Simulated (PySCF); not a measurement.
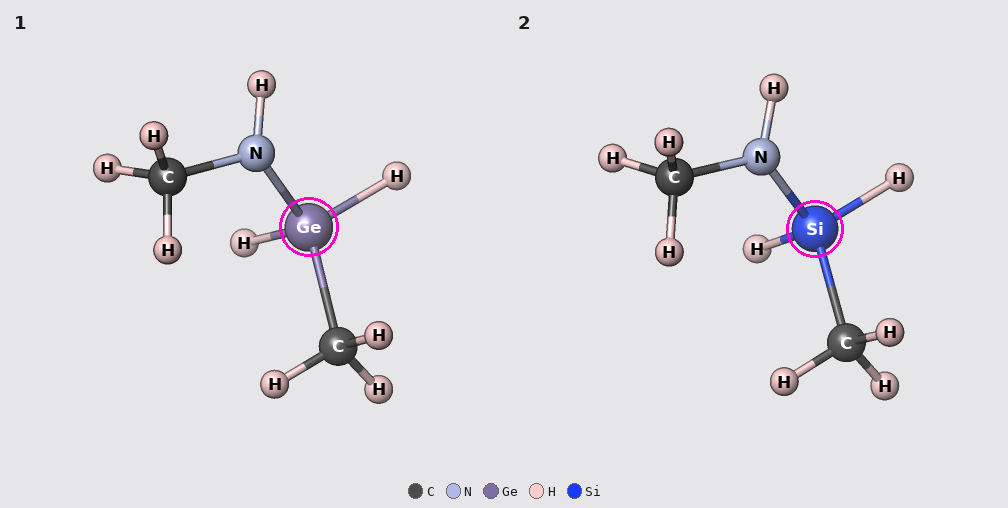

2 molecules with one skeleton, seen from the same side and at one scale; the atom that differs is circled. Each species is neutral and a spin singlet. Computed geometries: PBE0-D3(BJ)/def2-SVP optimisations, one conformation each. Properties computed with PySCF 2.14.0.

One atom differs, called X below: Ge in panel 1, Si in panel 2. Their formulas are C2H9GeN (`C[NH][GeH2][CH3]`), C2H9NSi (`CN[SiH2]C`).

### In which is the length of X–N larger (PBE0-D3(BJ)/def2-SVP)?

In panel 1 (X = Ge).

### In which is the length of X–C larger (PBE0-D3(BJ)/def2-SVP)?

In panel 1 (X = Ge).

Give the values. With PBE0-D3(BJ)/def2-SVP: length of X–C (Å), mean length of X–H (Å), length of X–N (Å), angle N–X–C (°). With PBE0/def2-TZVP: dipole moment (D), HOMO energy (Kohn–Sham orbital) (eV), HOMO–LUMO gap (eV), mean static polarisability (bohr³), lowest vertical singlet excitation (eV).

```csv
quantity,1 (Ge),2 (Si),2 − 1
length of X–C (Å),1.948,1.875,−0.073
mean length of X–H (Å),1.549,1.501,−0.048
length of X–N (Å),1.839,1.736,−0.103
angle N–X–C (°),108.2,111.0,+2.8
dipole moment (D),0.38,0.85,+0.47
HOMO energy (Kohn–Sham orbital) (eV),−6.46,−6.62,−0.16
HOMO–LUMO gap (eV),7.41,7.51,+0.10
mean static polarisability (bohr³),63.9,59.5,−4.4
lowest vertical singlet excitation (eV),5.92,6.02,+0.10
```
